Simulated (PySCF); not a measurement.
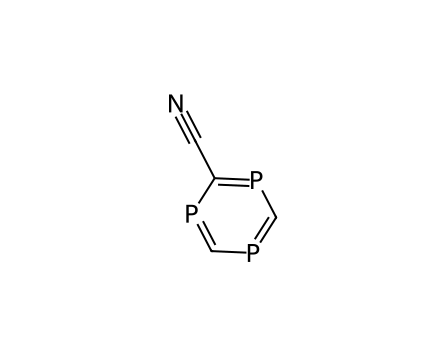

Computed geometry: GFN2-xTB optimisation. No frequency run is at hand to confirm it as a minimum. Method: CAM-B3LYP/def2-SVPD, gas phase (PySCF 2.14.0). Excitations: vertical, linear response.

Estimate the HOMO–LUMO gap.

Answer. 6.61 eV.

Give the mean static polarisability at this level.

Answer. 125.0 bohr³.

What is the brightest of the 8 lowest singlets?

Answer. 4.97 eV.

Give the lowest vertical singlet excitation at this level.

Answer. 3.71 eV.

The geometry is semi-empirical. Around P such bond lengths and angles can be off by a tenth of an ångström or more and by several degrees, and values that hang on the shape move with them.
